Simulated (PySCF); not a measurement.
AlH$_{9}$N$_{3}$ (charge +3)

| atom | x (Å) | y (Å) | z (Å) |
| --- | --- | --- | --- |
| Al | -1.0034 | 0.0337 | 1.9860 |
| N | -2.0162 | 0.2384 | 0.3609 |
| H | -1.4795 | 0.6140 | -0.4454 |
| H | -2.4294 | -0.6433 | -0.0060 |
| H | -2.8315 | 0.8796 | 0.4349 |
| N | 0.9183 | 0.1674 | 1.9674 |
| H | 1.3714 | -0.1246 | 1.0789 |
| H | 1.2857 | 1.1279 | 2.1264 |
| H | 1.4011 | -0.4026 | 2.6900 |
| N | -1.8971 | -0.2759 | 3.6642 |
| H | -1.6669 | 0.4109 | 4.4106 |
| H | -2.9347 | -0.2565 | 3.6219 |
| H | -1.6866 | -1.1950 | 4.1033 |

Geometry: PBE0-D3(BJ)/def2-SVPD.

Level of theory: wB97M-D3(BJ)/def2-TZVPD, SCF density, gas phase (PySCF).

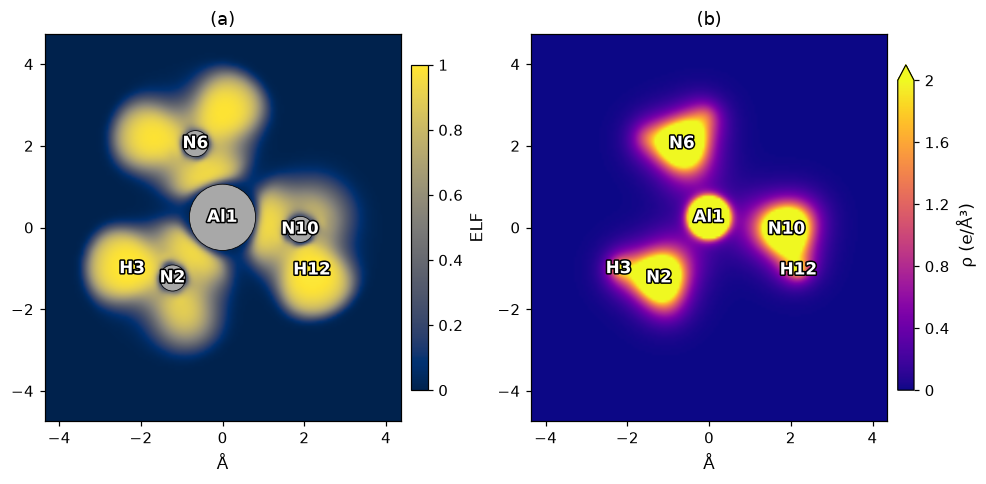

Figure 1. (a) ELF; (b) total electron density on the plane of atoms Al1, N10 and H12. Grey discs cover the atomic cores in the ELF map.

Question: Interpret the plot.

Answer: The plane passes through Al, N and H nuclei.
Al–N (1.93 Å): ρ is about 0.7 e/Å³ halfway; the ELF peaks at about 0.95 between the atoms; a shared but strongly polarised pair.
N–H (1.04 Å): ρ at the midpoint is about 2.8 e/Å³; the ELF climbs to about 1 towards the hydrogen, as it does in any bond to H; an ordinary covalent bond to hydrogen.

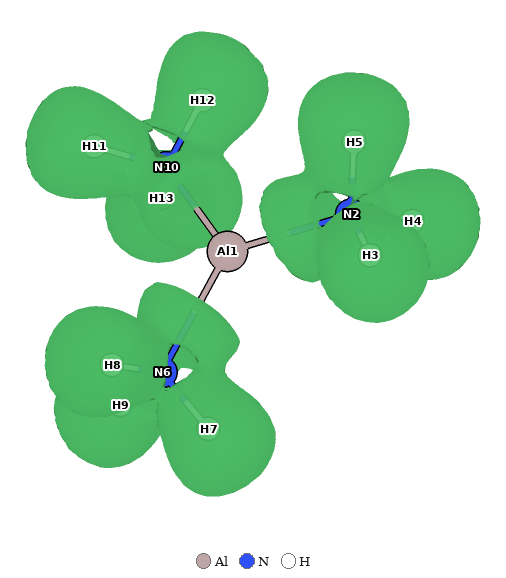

Figure 2. Isosurface of the ELF at 0.75 (green), seen at a tilt. Only the valence region is drawn (cores and ρ < 0.01 e/Å³ removed).

Question: Describe the localisation domains.

Answer: The ELF exceeds this value in three joined regions spread over several atoms (H, N), in which their bonds and any lone pairs are merged.
